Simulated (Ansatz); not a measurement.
## A van 't Hoff estimate for SiH2(SiH3)F ⇌ SiH(SiH3)F + H

Species: SiH2(SiH3)F, singlet; SiH(SiH3)F, doublet; H atom, doublet. 

The electronic reaction energy at CCSD(T)/CBS estimate is +402.5 kJ/mol. Shapes: PBE0-D4/def2-TZVP. Programs: Ansatz 0.2.0. Enthalpy and entropy come from rigid-rotor, harmonic-oscillator sums on unscaled PBE0-D4/def2-TZVP wavenumbers, ideal gases at 1 bar; R ln 2 is added for the mirror twin of the chiral shape of SiH(SiH3)F. Symmetry numbers: SiH2(SiH3)F 1, SiH(SiH3)F 1. R = 8.3145 J/(mol K).

| T (K) | ΔH (kJ/mol) | ΔS (J/(mol K)) |
| --- | --- | --- |
| 500 | +386.8 | +130.7 |
| 700 | +388.4 | +133.5 |
| 900 | ? | ? |

Question: Work out ln K at 500 and 700 K, and from these estimate it at 900 K.

Answer: 
1. 500 K: ΔG = +386.8 − 500 × (+130.7)/1000 = +321.5 kJ/mol; ln K = −ΔG/RT = -77.33.
2. 700 K: ΔG = +388.4 − 700 × (+133.5)/1000 = +294.9 kJ/mol; ln K = −ΔG/RT = -50.67.
3. Slope against 1000/T: (-50.67 − (-77.33))/(1.4286 − 2.0000) = -46.65, that is −ΔH/R with ΔH near +388 kJ/mol.
4. 900 K: ln K = -77.33 + (-46.65) × (1.1111 − 2.0000) = -35.86.

The full sums give ΔH = +389.4 kJ/mol, ΔS = +134.8 J/(mol K), ΔG = +268.1 kJ/mol and ln K = -35.83 at 900 K, so the line is off by -0.03 in ln K; without rounding the miss is -0.05, from the change of ΔH with temperature. The reactants are favoured over this whole range. The number of molecules rises, which sets the sign of ΔS, and lower pressure favours the products. An error of 10 kJ/mol in the energy moves ln K by 1.3 at 900 K. Soft modes are treated as harmonic, which can err either way at these temperatures; the lowest are those of SiH2(SiH3)F (100 cm⁻¹), SiH(SiH3)F (101 cm⁻¹). Open shells run unrestricted. The CBS estimate extrapolates MP2 from def2-TZVPP and def2-QZVPP and adds CCSD(T) − MP2 in the triple-zeta set, cores frozen.

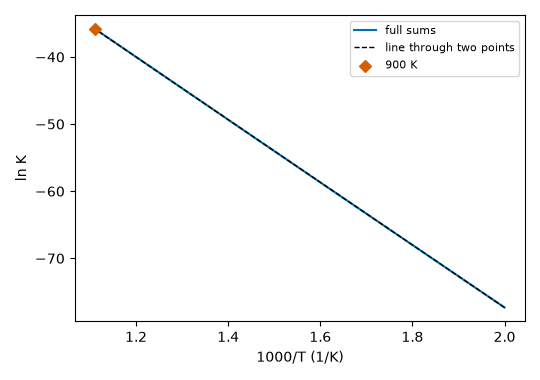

The van 't Hoff plot.
